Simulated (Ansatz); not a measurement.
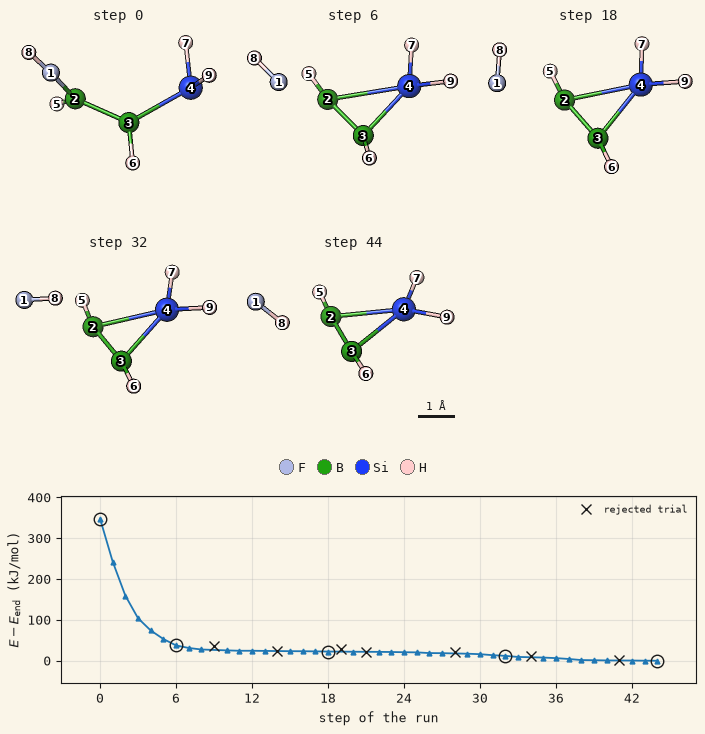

Frames of a relaxation of B2SiH5F, marked on the history of the run. Style: ball-and-stick. Shown face on.

It is one of the separated reactants of a reaction.

Computed with RKS PBE-D4/def2-SVP in Ansatz 0.2.0.

The input:
```yaml
crystal:
  periodic: [false, false, false]
  atoms:
    - {symbol: F, position_ang: [-0.394786, 2.109329, 1.652096]}
    - {symbol: B, position_ang: [-0.457709, 1.695041, 0.391986]}
    - {symbol: B, position_ang: [-0.767115, 0.126637, -0.064588]}
    - {symbol: Si, position_ang: [0.673329, -1.262398, -0.286046]}
    - {symbol: H, position_ang: [-0.237694, 2.530387, -0.455519]}
    - {symbol: H, position_ang: [-1.879201, -0.233526, -0.332004]}
    - {symbol: H, position_ang: [2.061014, -0.727864, -0.264836]}
    - {symbol: H, position_ang: [-0.232042, 2.623591, 2.385000]}
    - {symbol: H, position_ang: [0.509738, -2.173518, 0.886118]}
basis:
  gaussian: {orbitals: def2-SVP}
hamiltonian: {xc: pbe, dispersion: d4}
relax: {f_tol: 0.03, max_steps: 250}
```

Launched with:
```bash
ansatz run in.yaml --threads 2 --pin off --events-out ev --progress --plain --max-ram 4352MiB
```

Question: Describe the path.

Answer: The energy falls by 348.2 kJ/mol in 37 accepted moves (44 points after the start). The largest force component goes from 7.8 to 0.017 eV/Å. The line search rejected the trial steps at points 9, 14, 19, 21, 28, 34, 41 of the run. The largest move after the best rigid fit is that of H5, 1.35 Å. Largest moves by element: H 1.35 Å, F 0.90 Å, B 0.72 Å, Si 0.63 Å. Some distances before and after: F1–B2 1.328 → 2.630 Å, B2–Si4 3.238 → 2.067 Å, B2–B3 1.663 → 1.511 Å, F1–H8 0.910 → 0.956 Å. Bonds break: F1–B2 (1.33 → 2.63 Å). Among the angles between lasting bonds that change: B2–B3–Si4 123.2° → 70.5°, B3–B2–H5 119.5° → 169.6°, B2–B3–H6 121.1° → 169.0°. The run took 62 s on 2 threads of Arm Neoverse V1, with other jobs on the host. From step 0 to 6: H5 moves most (0.97 Å), energy −310.7 kJ/mol. From step 6 to 18: F1 moves most (0.49 Å), energy −15.0 kJ/mol. From step 18 to 32: H8 moves most (1.02 Å), energy −10.6 kJ/mol. From step 32 to 44: H8 moves most (0.79 Å), energy −11.9 kJ/mol.
